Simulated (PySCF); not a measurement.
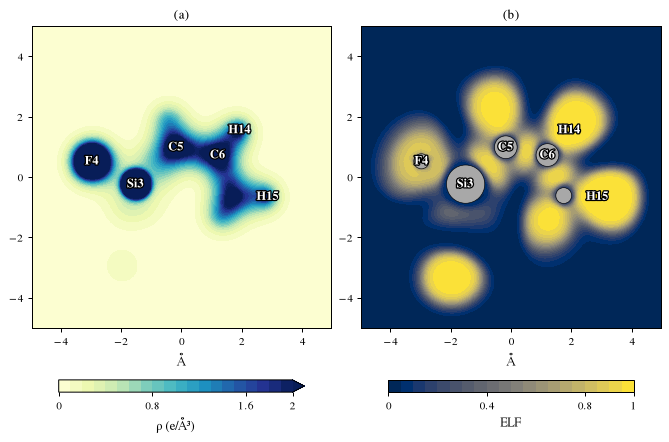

Figure 1: C4H9FO2Si (charge −1, doublet). (a) total electron density; (b) ELF on the plane of atoms Si3, C5 and C6. Grey discs cover the atomic cores in the ELF map.

Geometry: GFN2-xTB.

Computed with PySCF, UKS B3LYP, pcH-1 on C F H O Si, non-relativistic, mean-field spin-orbit, GIAO.

```json
{"atom": "C", "x (Å)": "1.8878", "y (Å)": "1.6607", "z (Å)": "0.1030"}
{"atom": "O", "x (Å)": "0.8938", "y (Å)": "0.8212", "z (Å)": "0.5612"}
{"atom": "Si", "x (Å)": "0.9576", "y (Å)": "-0.8509", "z (Å)": "0.6079"}
{"atom": "F", "x (Å)": "1.8617", "y (Å)": "-1.2414", "z (Å)": "1.9424"}
{"atom": "C", "x (Å)": "-0.7339", "y (Å)": "-1.4575", "z (Å)": "0.8067"}
{"atom": "C", "x (Å)": "-1.8211", "y (Å)": "-1.2166", "z (Å)": "-0.0509"}
{"atom": "C", "x (Å)": "-1.7736", "y (Å)": "-0.1673", "z (Å)": "-1.0919"}
{"atom": "O", "x (Å)": "-1.6959", "y (Å)": "1.1899", "z (Å)": "-0.6007"}
{"atom": "H", "x (Å)": "2.4150", "y (Å)": "1.2323", "z (Å)": "-0.7593"}
{"atom": "H", "x (Å)": "1.4380", "y (Å)": "2.6122", "z (Å)": "-0.2010"}
{"atom": "H", "x (Å)": "2.6305", "y (Å)": "1.8566", "z (Å)": "0.8891"}
{"atom": "H", "x (Å)": "2.0555", "y (Å)": "-1.1342", "z (Å)": "-0.3904"}
{"atom": "H", "x (Å)": "-0.8519", "y (Å)": "-2.3151", "z (Å)": "1.4658"}
{"atom": "H", "x (Å)": "-2.7864", "y (Å)": "-1.6494", "z (Å)": "0.1785"}
{"atom": "H", "x (Å)": "-2.6703", "y (Å)": "-0.1841", "z (Å)": "-1.7234"}
{"atom": "H", "x (Å)": "-0.8850", "y (Å)": "-0.3179", "z (Å)": "-1.7400"}
{"atom": "H", "x (Å)": "-0.9288", "y (Å)": "1.1736", "z (Å)": "-0.0070"}
```

What do the fields say about this system?

Answer.
- The section cuts through Si, F, C and H sites.
- C–C (1.41 Å): the density is about 2 e/Å³ at the midpoint; the ELF peaks at about 0.95 between the atoms: a covalent bond.
- Si–F (1.66 Å): ρ is about 0.95 e/Å³ halfway; the ELF peaks at about 0.85 in the valence shell of F, 0.5 Å from its nucleus, and is about 0.55 at the midpoint.
- C–Si (1.81 Å): ρ is about 1 e/Å³ halfway; the ELF peaks at about 0.95 between the atoms (a shared electron pair).
- The ELF also peaks beside F4, away from the bonds: non-bonding electrons, paired or unpaired.
